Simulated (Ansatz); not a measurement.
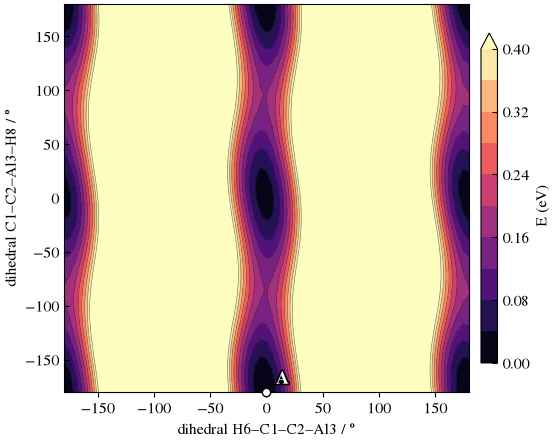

C₂H₆AlBO, SMILES C=[C]([AlH2])BO. 
- The first coordinate is: dihedral H6–C1–C2–Al3; the second: dihedral C1–C2–Al3–H8.
- Nothing is relaxed (all other coordinates rigid).
- Grid: 18 × 18 points.
- Points are written as (first, second).
- All energies are given in eV relative to the relaxed molecule at the same level.
- The dihedral twists a double bond; near 90° a spin-restricted reference is unreliable.
- The calculation used RKS PBE0-D4/def2-SVP (Ansatz).

The picture shows filled contours, one colour for all values above the top of the scale, the point A. Between grid points the surface is interpolated.

> What is the easiest way out of the well at A, and how high is the barrier?

The easiest path leads from the well at (0°, −180°) to the well at (0°, 0°), about 0.015 eV higher (on a rigid scan; wells that are mirror images or exchange like atoms can differ by this much). Its highest point lies about 0.16 eV above the bottom of the first well on the interpolated surface, at about (0°, −85°). The start is the relaxed structure and all else is held, so a fully relaxed path at this level can only be lower.

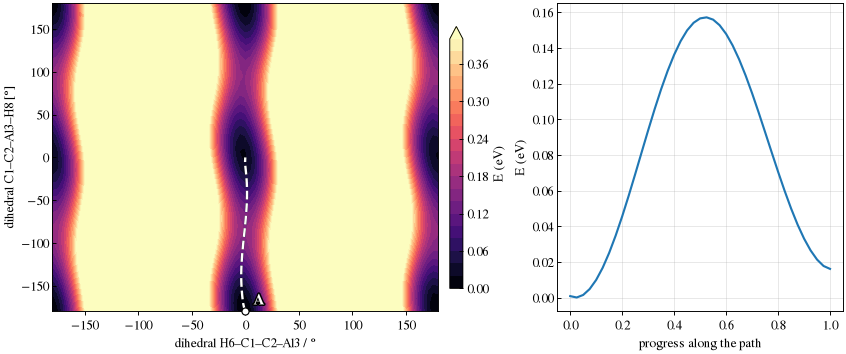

Drawn: filled contours, a line along the lowest path, one colour for all values above the top of the scale, the energy along the path at the right. Between grid points the surface is interpolated.
